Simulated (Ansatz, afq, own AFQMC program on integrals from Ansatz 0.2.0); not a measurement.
# SiNH4 (quartet): quantum Monte Carlo beside coupled cluster at distance Si1–H5 along a hydrogen transfer = 1.733 Å, cc-pVTZ

Aim: compute SiNH4 (quartet) with auxiliary-field quantum Monte Carlo on the same integrals as coupled cluster, and set the energies side by side.

Method: cc-pVTZ, frozen cores; program: Ansatz 0.2.0, Gaussian basis, and an in-house AFQMC program (afq) on its integrals; all values are calculated.

Plan: PBE (unrestricted); CCSD(T) on UHF; r2SCAN (unrestricted); PBE0 (unrestricted); B3LYP (unrestricted); wB97M-V (unrestricted); B2PLYP (unrestricted); Phaseless AFQMC, CISD trial on UHF.

## 1. What is computed

The geometry derives from fragments relaxed apart (PBE0/def2-TZVP) and kept rigid, so it is no stationary point. A hydrogen atom is moved between rigid fragments.

6 atoms, charge 0, spin multiplicity 4.

Atoms are counted from 1 here; the program's logs count them from 0.

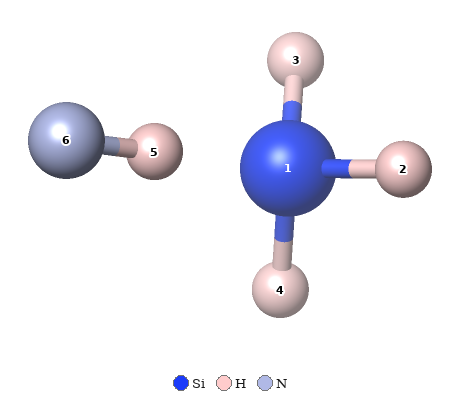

The geometry (silicon blue, hydrogen pink, nitrogen light blue); atoms are numbered from 1 in the order of the file.

Coordinates:

```csv
atom,x (Å),y (Å),z (Å)
Si1,-0.8779,0.0000,0.0000
H2,-1.3728,1.3997,0.0000
H3,-1.3728,-0.6999,1.2122
H4,-1.3728,-0.6999,-1.2122
H5,0.8551,0.0000,0.0000
N6,1.9951,0.0000,0.0000
```

## 2. PBE (unrestricted)

in.yaml reads:

```yaml
crystal:
  periodic: [false, false, false]
  atoms:
    - {symbol: Si, position_ang: [-0.877887, 0.000000, 0.000000]}
    - {symbol: H, position_ang: [-1.372758, 1.399708, 0.000000]}
    - {symbol: H, position_ang: [-1.372758, -0.699854, 1.212183]}
    - {symbol: H, position_ang: [-1.372758, -0.699854, -1.212183]}
    - {symbol: H, position_ang: [0.855113, 0.000000, 0.000000]}
    - {symbol: N, position_ang: [1.995113, 0.000000, 0.000000]}
basis:
  gaussian: {orbitals: cc-pVTZ}
magnetization: {spin_polarized: true, initial_magnetization: 3}
hamiltonian: {xc: {name: PBE}}
output: {orbitals: {seedname: orbitals}}
```

Launch:

```bash
> ansatz run in.yaml --threads 1 --pin off --events-out ev --progress --plain --max-ram 5632MiB --backend cpu
```

Output:

```text
Functional definition: PBE
  name "PBE"
  cite "Perdew, Burke & Ernzerhof, Phys. Rev. Lett. 77, 3865 (1996) doi:10.1103/PhysRevLett.77.3865"
  parent pbe
  parameter kappa = 0.804
  parameter beta = 0.06672455060314922
  exchange = pbe_x(kappa = kappa, mu = beta*pi^2/3)
  correlation = pbe_c(beta = beta)
690 factors; their error is unknown
mean field evaluation 1: about -9420.4141 eV, gradient 1.6e1 eV
mean field evaluation 2: about -9420.3099 eV, gradient 1.7e1 eV
mean field evaluation 4: about -9421.7577 eV, gradient 8.8e-1 eV
mean field evaluation 8: about -9421.7355 eV, gradient 1.5e-1 eV
mean field evaluation 16: about -9421.7355 eV, gradient 1.6e-5 eV
mean field -9421.73551670 eV, -346.2423939569 hartree, gradient 1.6e-5 eV, S^2 3.756404; 0 other end points of the search recorded, 0 dependent functions left out
reference -9421.73555025 eV, -346.2423951898 hartree; 14, 11 occupied and 106, 109 virtual orbitals, 690 factors
Total energy: -9421.73555025 eV, -346.2423951898 hartree
```

It took 1.7 s on 1 thread of AMD EPYC 7R13 (Zen 3), shared host; peak memory 2.1 GiB.

From the report: ⟨S²⟩ of the determinant 3.756 (pure quartet: 3.75).

## 3. CCSD(T) on UHF

Changes to in.yaml since step 2:

```diff
@@ -12,3 +12,2 @@
 magnetization: {spin_polarized: true, initial_magnetization: 3}
-hamiltonian: {xc: {name: PBE}}
-output: {orbitals: {seedname: orbitals}}
+correlation: {method: ccsd_t, electrons: outside_noble_gas, hamiltonian_folder: ham}
```

Launch:

```bash
> ansatz run in.yaml --threads 1 --pin off --events-out ev --progress --plain --max-ram 16896MiB --backend cuda --devices 0, --max-vram 18GiB
```

Output (excerpt; [...] marks lines left out):

```text
Functional definition: HF
  name "HF"
  cite "Fock, Z. Phys. 61, 126 (1930) doi:10.1007/BF01340294"
  parent pbe
[...]
689 factors; integrals over basis functions are off by at most 1.3e-3 eV
[...]
mean field -9404.08750128 eV, -345.5938413524 hartree, gradient 3.2e-6 eV, S^2 3.788198; 0 other end points of the search recorded, 0 dependent functions left out
6 core orbitals not correlated: weight in the atoms' cores, before any rotation towards them, 1.000 or more for the frozen orbitals, at most 0.000 for the correlated occupied ones
reference -9404.08750128 eV, -345.5938413524 hartree; 8, 5 occupied and 106, 109 virtual orbitals, 689 factors
second order -7.18765639 eV of doubles, -0.00000000 eV of singles
cycle   1  -8.06464529 eV  change   -8.8e-1 eV  update   7.1e-2
[...]
cycle  10  -8.43753985 eV  change    7.1e-6 eV  update   1.4e-5
perturbative correction -0.24890684 eV, -0.0091471576 hartree
Total energy: -9412.77394796 eV, -345.9130623802 hartree
```

It took 4.9 s on 1 × NVIDIA H100 80GB HBM3 with 1 thread of AMD EPYC 7R13 (Zen 3), shared host; peak host memory 2.1 GiB.

From the report: ⟨S²⟩ of the determinant 3.788 (pure quartet: 3.75); correlation -8.6864 eV; T1 0.016; largest double amplitude 0.03.

This run also writes the integrals to the folder ham.

## 4. r2SCAN (unrestricted)

Changes to in.yaml since step 3:

```diff
@@ -12,2 +12,2 @@
 magnetization: {spin_polarized: true, initial_magnetization: 3}
-correlation: {method: ccsd_t, electrons: outside_noble_gas, hamiltonian_folder: ham}
+hamiltonian: {xc: {name: r2SCAN}}
```

Launch:

```bash
> ansatz run in.yaml --threads 1 --pin off --events-out ev --progress --plain --max-ram 5632MiB --backend cpu
```

Output:

```text
Functional definition: r2SCAN
  name "r2SCAN"
  cite "Furness, Kaplan, Ning, Perdew & Sun, J. Phys. Chem. Lett. 11, 8208 (2020) doi:10.1021/acs.jpclett.0c02405"
  cite "Furness, Kaplan, Ning, Perdew & Sun, J. Phys. Chem. Lett. 11, 9248 (2020) doi:10.1021/acs.jpclett.0c03077"
  parent r2scan
  parameter k0 = 0.174
  parameter k1 = 0.065
  parameter a1 = 4.9479
  exchange = r2scan_x(k0 = k0, k1 = k1, a1 = a1)
  correlation = r2scan_c
690 factors; their error is unknown
mean field evaluation 1: about -9425.5372 eV, gradient 1.4e1 eV
mean field evaluation 2: about -9425.8332 eV, gradient 1.2e1 eV
mean field evaluation 4: about -9426.4677 eV, gradient 8.2e-1 eV
mean field evaluation 8: about -9426.4421 eV, gradient 1.6e-1 eV
mean field evaluation 16: about -9426.4422 eV, gradient 5.2e-5 eV
mean field -9426.44219511 eV, -346.4153611982 hartree, gradient 5.2e-5 eV, S^2 3.763733; 0 other end points of the search recorded, 0 dependent functions left out
reference -9426.44220674 eV, -346.4153616255 hartree; 14, 11 occupied and 106, 109 virtual orbitals, 690 factors
Total energy: -9426.44220674 eV, -346.4153616255 hartree
```

Wall time 3.3 s (1 thread of AMD EPYC 7R13 (Zen 3), shared host); peak memory 2.1 GiB.

From the report: ⟨S²⟩ of the determinant 3.764 (pure quartet: 3.75).

## 5. PBE0 (unrestricted)

Changes to in.yaml since step 4:

```diff
@@ -12,2 +12,3 @@
 magnetization: {spin_polarized: true, initial_magnetization: 3}
-hamiltonian: {xc: {name: r2SCAN}}
+hamiltonian: {xc: {name: PBE0}}
+output: {orbitals: {seedname: orbitals}}
```

Same command.

Output:

```text
Functional definition: PBE0
  name "PBE0"
  cite "Adamo & Barone, J. Chem. Phys. 110, 6158 (1999) doi:10.1063/1.478522"
  cite "Perdew, Burke & Ernzerhof, Phys. Rev. Lett. 77, 3865 (1996) doi:10.1103/PhysRevLett.77.3865"
  parent pbe
  parameter a = 0.25
  parameter kappa = 0.804
  parameter beta = 0.06672455060314922
  exchange = (1 - a)*pbe_x(kappa = kappa, mu = beta*pi^2/3) + a*exact_x
  correlation = pbe_c(beta = beta)
702 factors; their error is unknown
mean field evaluation 1: about -9422.1553 eV, gradient 1.1e1 eV
mean field evaluation 2: about -9422.4685 eV, gradient 7.3e0 eV
mean field evaluation 4: about -9422.7101 eV, gradient 4.8e-1 eV
mean field evaluation 8: about -9422.7434 eV, gradient 1.4e-1 eV
mean field evaluation 16: about -9422.7435 eV, gradient 1.4e-5 eV
mean field -9422.74347140 eV, -346.2794356091 hartree, gradient 1.4e-5 eV, S^2 3.760522; 0 other end points of the search recorded, 0 dependent functions left out
reference -9422.74349670 eV, -346.2794365388 hartree; 14, 11 occupied and 106, 109 virtual orbitals, 702 factors
Total energy: -9422.74349670 eV, -346.2794365388 hartree
```

Run time: 2 s. Hardware: 1 thread of AMD EPYC 7R13 (Zen 3), shared host; peak memory 2.1 GiB.

From the report: ⟨S²⟩ of the determinant 3.761 (pure quartet: 3.75).

## 6. B3LYP (unrestricted)

Changes to in.yaml since step 5:

```diff
@@ -12,3 +12,2 @@
 magnetization: {spin_polarized: true, initial_magnetization: 3}
-hamiltonian: {xc: {name: PBE0}}
-output: {orbitals: {seedname: orbitals}}
+hamiltonian: {xc: {name: B3LYP}}
```

Launched as before.

Output (excerpt; [...] marks lines left out):

```text
Functional definition: B3LYP
  name "B3LYP"
  cite "Stephens, Devlin, Chabalowski & Frisch, J. Phys. Chem. 98, 11623 (1994) doi:10.1021/j100096a001"
  cite "Becke, Phys. Rev. A 38, 3098 (1988) doi:10.1103/PhysRevA.38.3098"
  cite "Lee, Yang & Parr, Phys. Rev. B 37, 785 (1988) doi:10.1103/PhysRevB.37.785"
  cite "Vosko, Wilk & Nusair, Can. J. Phys. 58, 1200 (1980) doi:10.1139/p80-159"
[...]
699 factors; their error is unknown
[...]
mean field -9428.67058940 eV, -346.4972531780 hartree, gradient 1.7e-5 eV, S^2 3.758804; 0 other end points of the search recorded, 0 dependent functions left out
reference -9428.67080796 eV, -346.4972612099 hartree; 14, 11 occupied and 106, 109 virtual orbitals, 699 factors
Total energy: -9428.67080796 eV, -346.4972612099 hartree
```

Wall time 2 s (1 thread of AMD EPYC 7R13 (Zen 3), shared host); peak memory 2.1 GiB.

From the report: ⟨S²⟩ of the determinant 3.759 (pure quartet: 3.75).

## 7. wB97M-V (unrestricted)

Changes to in.yaml since step 6:

```diff
@@ -12,2 +12,3 @@
 magnetization: {spin_polarized: true, initial_magnetization: 3}
-hamiltonian: {xc: {name: B3LYP}}
+hamiltonian: {xc: {name: wB97M-V}}
+output: {orbitals: {seedname: orbitals}}
```

Launched as before.

Output (excerpt; [...] marks lines left out):

```text
Functional definition: wB97M-V
  name "wB97M-V"
  cite "Mardirossian & Head-Gordon, J. Chem. Phys. 144, 214110 (2016) doi:10.1063/1.4952647"
  cite "Becke, J. Chem. Phys. 107, 8554 (1997) doi:10.1063/1.475007"
  cite "Vydrov & Van Voorhis, J. Chem. Phys. 133, 244103 (2010) doi:10.1063/1.3521275"
  # Of w^i u^j: cxij and so on, Table III.
[...]
  gx(w, u) = 1 - cx + cx01*u + cx10*w
  gss(w, u) = css00 + css04*u^4 + css10*w + css20*w^2 + css43*w^4*u^3
  gos(w, u) = cos00 + cos10*w + (cos20 + cos21*u)*w^2 + (cos60 + cos61*u)*w^6
[...]
      + integral(e_c_pw_mod_opposite_spin*gos(b97_w_opposite, b97_u_opposite)) + vv10(b, c)
699 factors; their error is unknown
163 factors; integrals over basis functions are off by at most 6.8e-5 eV
[...]
mean field -9426.25576257 eV, -346.4085099289 hartree, gradient 5.8e-5 eV, S^2 3.759090; 0 other end points of the search recorded, 0 dependent functions left out
reference -9426.25580174 eV, -346.4085113682 hartree; 14, 11 occupied and 106, 109 virtual orbitals, 699 factors
Total energy: -9426.25580174 eV, -346.4085113682 hartree
```

It took 6.5 s on 1 thread of AMD EPYC 7R13 (Zen 3), shared host; peak memory 2.1 GiB.

From the report: ⟨S²⟩ of the determinant 3.759 (pure quartet: 3.75).

## 8. B2PLYP (unrestricted)

Changes to in.yaml since step 7:

```diff
@@ -12,3 +12,3 @@
 magnetization: {spin_polarized: true, initial_magnetization: 3}
-hamiltonian: {xc: {name: wB97M-V}}
-output: {orbitals: {seedname: orbitals}}
+hamiltonian: {xc: {name: B2PLYP}}
+correlation: {electrons: outside_noble_gas}
```

Launched as before.

Output (excerpt; [...] marks lines left out):

```text
Functional definition: B2PLYP
  name "B2PLYP"
  cite "Grimme, J. Chem. Phys. 124, 034108 (2006) doi:10.1063/1.2148954"
  cite "Becke, Phys. Rev. A 38, 3098 (1988) doi:10.1103/PhysRevA.38.3098"
  cite "Lee, Yang & Parr, Phys. Rev. B 37, 785 (1988) doi:10.1103/PhysRevB.37.785"
[...]
689 factors; integrals over basis functions are off by at most 1.3e-3 eV
[...]
mean field -9420.87229449 eV, -346.2106711258 hartree, gradient 3.3e-6 eV, S^2 3.767713; 0 other end points of the search recorded, 0 dependent functions left out
6 core orbitals not correlated: weight in the atoms' cores, before any rotation towards them, 1.000 or more for the frozen orbitals, at most 0.000 for the correlated occupied ones
reference -9420.87243306 eV, -346.2106762182 hartree; 8, 5 occupied and 106, 109 virtual orbitals, 689 factors
second order -8.87236623 eV of doubles, -0.00000000 eV of singles
Total energy: -9423.26797194 eV, -346.2987106484 hartree
```

Run time: 3 s. Hardware: 1 thread of AMD EPYC 7R13 (Zen 3), shared host; peak memory 2.1 GiB.

From the report: ⟨S²⟩ of the determinant 3.768 (pure quartet: 3.75).

## 9. Phaseless AFQMC, CISD trial on UHF

It reads the integrals that the CCSD(T) run on this determinant wrote.

Launch:

```bash
> afq ham --method phaseless --trial cisd --walkers 600 --populations 10 --least-time 60 --time-step 0.005 --steps-per-block 50 --equilibration-blocks 28 --max-blocks 4000 --target-error 0.00021 --factor-cut 1e-05 --start spin_pure --seed 7163 --release-times 0.24,0.51,0.99,1.62,2.4 --release-step 0.03 --release-every 3 --taylor-order 6
```

Output:

```text
orbitals 114  electrons 8 5  factors 685 of 689
reference energy -345.59384135 Eh
CCSD correlation -0.31007417 Eh in 12 cycles, weight of the determinant in the CISD state 0.8710
energy of the start -345.902331 Eh
 block  time / (1/Eh)  mean weight  energy / Eh
     1     0.250  1.0008  -345.899242
     2     0.500  0.9999  -345.902617
     3     0.750  0.9990  -345.906734
     4     1.000  1.0000  -345.909689
     5     1.250  0.9998  -345.912412
     6     1.500  1.0000  -345.911675
     7     1.750  0.9999  -345.911382
     8     2.000  1.0007  -345.911851
     9     2.250  0.9993  -345.912869
    10     2.500  0.9994  -345.914205
    11     2.750  0.9989  -345.913817
    13     3.250  1.0002  -345.916994
    15     3.750  0.9997  -345.914842
    17     4.250  1.0008  -345.915687
    19     4.750  0.9991  -345.915537
    21     5.250  0.9999  -345.913900
    23     5.750  0.9994  -345.914566
    25     6.250  0.9994  -345.912955
    27     6.750  1.0004  -345.914314
    29     7.250  0.9999  -345.917254
    31     7.750  1.0005  -345.913893
    33     8.250  1.0005  -345.915314
    35     8.750  0.9993  -345.914005
    37     9.250  1.0010  -345.913155
    39     9.750  0.9997  -345.913562
    41    10.250  1.0002  -345.913816
    43    10.750  0.9991  -345.915303
    45    11.250  1.0012  -345.914688
    47    11.750  1.0000  -345.916698
    49    12.250  1.0015  -345.913926
    51    12.750  0.9997  -345.915023
    53    13.250  1.0002  -345.914948
    55    13.750  1.0003  -345.913310
    57    14.250  0.9998  -345.914633
    59    14.750  1.0000  -345.914802
    61    15.250  0.9996  -345.916040
    63    15.750  0.9996  -345.914400
    65    16.250  1.0000  -345.914865
    67    16.750  0.9994  -345.914473
    69    17.250  1.0001  -345.915075
    71    17.750  1.0004  -345.913434
    73    18.250  1.0005  -345.917641
    75    18.750  0.9998  -345.914490
    77    19.250  1.0005  -345.915330
    79    19.750  0.9998  -345.912248
    81    20.250  1.0000  -345.912792
    83    20.750  1.0016  -345.913294
    85    21.250  0.9995  -345.913467
    87    21.750  1.0000  -345.914467
    89    22.250  1.0006  -345.912090
    91    22.750  0.9993  -345.914444
    93    23.250  1.0001  -345.914017
    95    23.750  1.0012  -345.916891
    97    24.250  1.0003  -345.913485
    99    24.750  1.0000  -345.912423
   101    25.250  1.0016  -345.914956
   103    25.750  0.9990  -345.913783
   105    26.250  1.0008  -345.914279
   107    26.750  0.9995  -345.914507
error from the spread of 10 populations
released: time / (1/Eh)  energy / Eh  error  mean overlap
  0.24  -345.913958  0.000375  1.0048
  0.51  -345.914564  0.000253  0.9982
  0.99  -345.914622  0.000283  0.9974
  1.62  -345.914667  0.000183  0.9890
  2.40  -345.914887  0.000381  0.9600
energy -345.914374 +/- 0.000203 Eh
```

Run time: 1.7 min. Hardware: 1 × NVIDIA H100 80GB HBM3 with 2 threads of AMD EPYC 7R13 (Zen 3), shared host; peak host memory 2.1 GiB.

Energy -9412.8097 ± 0.0055 eV. Caveats: constraint bias not in the error.

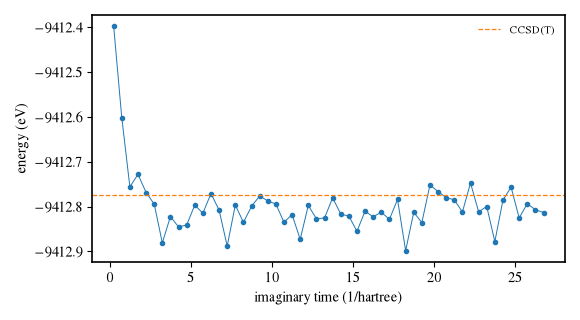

Block energies along the walk.

## 10. AFQMC on the ladder

On the UHF determinant, counted from CCSD(T) (a yardstick, not exact):

```csv
level,energy (eV),from CCSD(T) (kJ/mol),statistical error (kJ/mol),time
HF,-9404.0875,+838.1,,
MP2,-9411.2752,+144.6,,
CCSD,-9412.5250,+24.0,,
CCSD(T),-9412.7739,0.0,,
"Phaseless AFQMC, CISD trial, step 0.005, 600 walkers",-9412.8097,-3.4,0.5,1.7 min
```

The functionals' totals stand on their own zeros and serve differences with other points: PBE -9421.736 eV; r2SCAN -9426.442 eV; PBE0 -9422.743 eV; B3LYP -9428.671 eV; wB97M-V -9426.256 eV; B2PLYP -9423.268 eV.

## 11. Results

| quantity | value |
| --- | --- |
| Phaseless AFQMC, CISD trial on UHF from CCSD(T) | -3.4 ± 0.5 kJ/mol |

In words: On UHF the phaseless walk with the CISD trial lies -3.4 kJ/mol from CCSD(T), 6 times its error bar. Error bars are statistical and leave out the constraint, the time step and what remains of the start.
